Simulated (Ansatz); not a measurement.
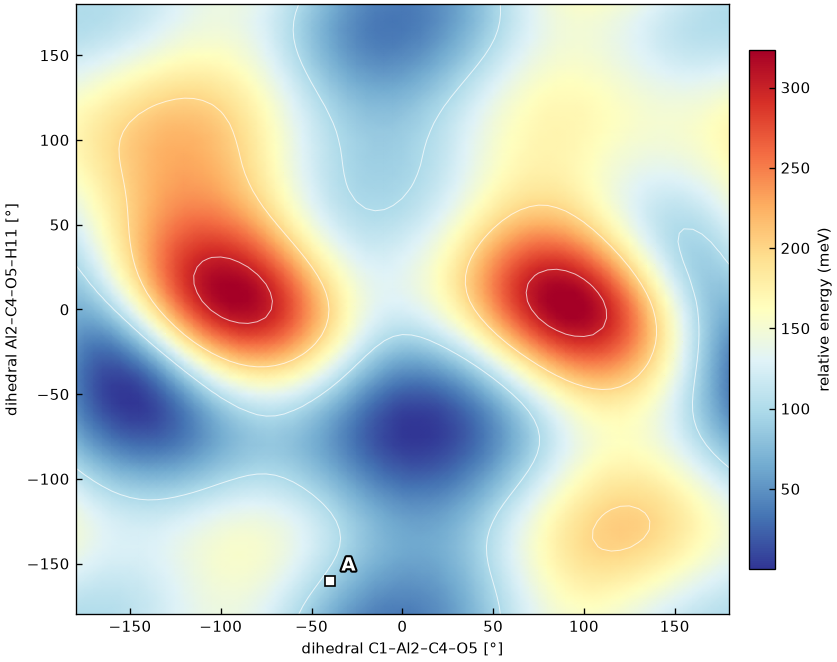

C2H6AlIO, SMILES [CH3][Al]([I])[CH2]O. The first coordinate is: dihedral C1–Al2–C4–O5; the second: dihedral Al2–C4–O5–H11. Nothing is relaxed (all other coordinates rigid). The scan uses an 18 × 18 grid. Energies: meV, counted from the relaxed molecule at the same level. Method: RKS SPW92 (LDA)/def2-SVP (Ansatz 0.2.0).

Drawn: a smooth colour map with a few white contour lines, the point A. Between grid points the surface is interpolated.

### Which way does the force act at A, and how strong is it?

A, at dihedral C1–Al2–C4–O5 = −40°, dihedral Al2–C4–O5–H11 = −160°, is not a stationary point. The computed force is 1.6 meV for each degree towards larger values of dihedral C1–Al2–C4–O5 and 1.2 meV for each degree towards smaller values of dihedral Al2–C4–O5–H11.
